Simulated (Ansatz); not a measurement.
BrFGaH3Si (SMILES F[SiH2][GaH][Br])

| atom | x (Å) | y (Å) | z (Å) |
| --- | --- | --- | --- |
| Br | -2.1720 | 0.2071 | -0.2802 |
| F | 1.9198 | -2.9585 | -1.3991 |
| Ga | -1.1072 | -1.8198 | -0.5844 |
| Si | 1.1976 | -1.5074 | -1.1939 |
| H | 1.9311 | -0.7681 | -0.1244 |
| H | 1.3064 | -0.7471 | -2.4741 |
| H | -2.0139 | -3.0726 | -0.3565 |

Geometry: PBE0-D3(BJ)/def2-SVP.

All numbers below come from isolated molecule in a Gaussian basis; Kohn-Sham density functional theory, functional PBE0 (Ansatz).

> What can the converged electron density and electron localisation function tell about the bonding?

Si–F (1.63 Å): ρ at the midpoint is about 1.1 e/Å³; the ELF peaks at about 0.85 in the valence shell of F, 0.5 Å from its nucleus, and is about 0.50 at the midpoint.
Ga–Br (2.31 Å): ρ is about 0.63 e/Å³ halfway, with its minimum of 0.56 e/Å³ about 1.0 Å from Ga; the ELF peaks at about 0.75 in the valence shell of Br, 1.0 Å from its nucleus, and is about 0.65 at the midpoint.
Ga–Si (2.40 Å): the density is about 0.57 e/Å³ at the midpoint; the ELF peaks at about 0.95 between the atoms: localised, covalent bonding.
Ga–H (1.56 Å): ρ at the midpoint is about 1 e/Å³; the ELF climbs to about 1 towards the hydrogen.

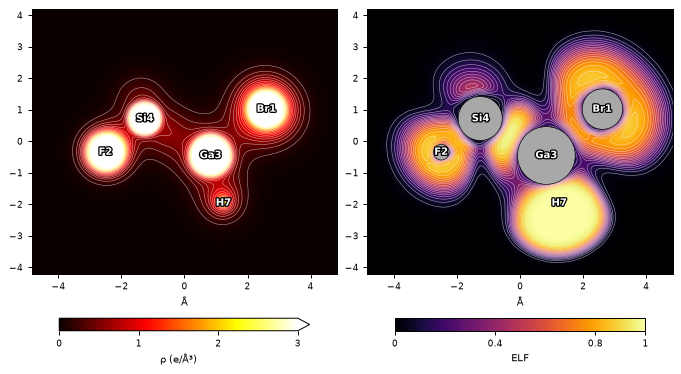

Computed electron density and electron localisation function on the plane of atoms Si4, Ga3 and H7, in this order. Grey discs cover the atomic cores in the ELF map. 
